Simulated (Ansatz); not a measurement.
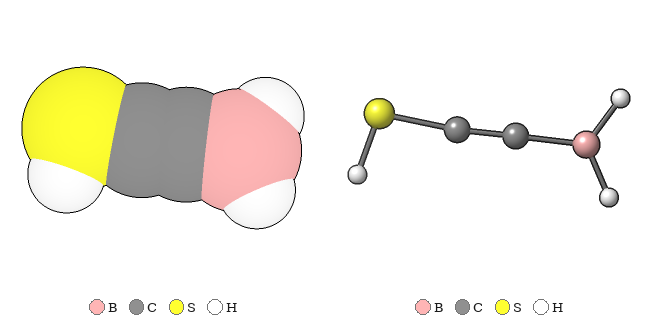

Both panels show the same species.

Computed geometry: PBE0-D4/def2-TZVP optimisation. No frequency run is at hand to confirm it as a minimum.

What is the molecular formula?

Answer. C2H3BS, 7 atoms: 2 carbon, 3 hydrogen, 1 boron and 1 sulfur.

Name some functional groups or characteristic bonds that it holds.

Answer. Among them: alkyne, thiol, B–H bond.

Does it have rings?

Answer. It has no ring.

Give a SMILES string for it.

Answer. BC#CS

More results for the same structure follow; atom numbers are the same in all pictures, views and colours differ.

### Geometry

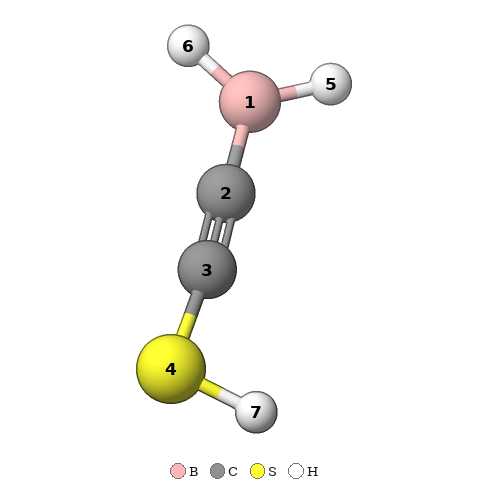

Atoms carry their numbers in the input. No frequency run is at hand to confirm it as a minimum.

How are the neighbours of atom 1 arranged?

Answer. B1 has 3 neighbours (C2 at 1.48, H5 at 1.19, H6 at 1.19 Å); the arrangement is trigonal planar.

Describe the coordination of atom 2.

Answer. C2 has 2 neighbours (B1 at 1.48, C3 at 1.22 Å); the arrangement is linear.

Describe the coordination of atom 4.

Answer. S4 has 2 neighbours (C3 at 1.65, H7 at 1.35 Å); the arrangement is bent.

How are the neighbours of atom 3 arranged?

Answer. C3 has 2 neighbours (C2 at 1.22, S4 at 1.65 Å); the arrangement is linear.

### Dipole moment

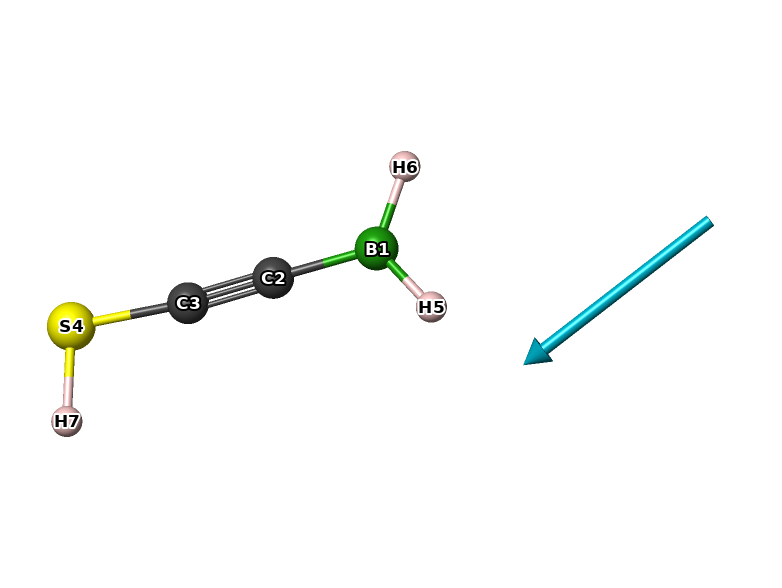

The arrow beside the molecule shows the direction of the dipole moment, from the negative to the positive end (its length means nothing). No frequency run is at hand to confirm it as a minimum. Properties computed with RKS PBE0-D4/def2-TZVP (Ansatz 0.2.0).

How large is the dipole moment?

Answer. 2.04 D; it points from the side of H6 to the side of H7 (the outermost atoms at the two ends).

### Electronic properties

No frequency run is at hand to confirm it as a minimum. Level of theory: RKS B3LYP-D4/def2-TZVPP (Ansatz 0.2.0).

Give the dispersion correction at this level.

Answer. −19.3 kJ/mol.

### Charges

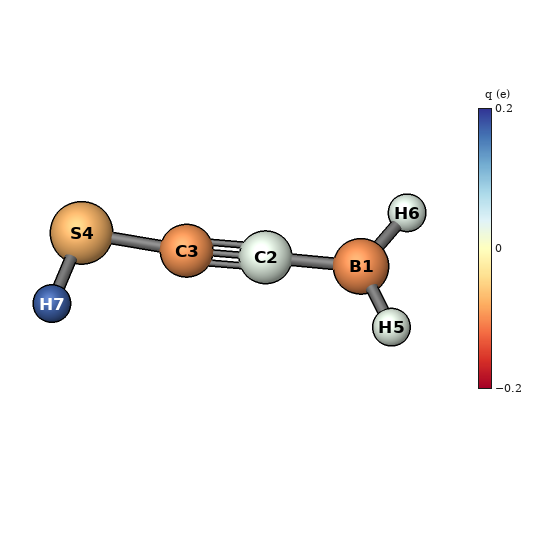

Atoms are coloured by their Mulliken charges. No frequency run is at hand to confirm it as a minimum. Method: RKS PBE0-D4/def2-TZVP (Ansatz 0.2.0).

List the Mulliken charges.

| atom | value (e) |
| --- | --- |
| B1 | −0.10 |
| C2 | 0.03 |
| C3 | −0.09 |
| S4 | −0.07 |
| H5 | 0.03 |
| H6 | 0.03 |
| H7 | 0.17 |

Mulliken values depend strongly on the basis set and can even reverse the polarity of a bond.
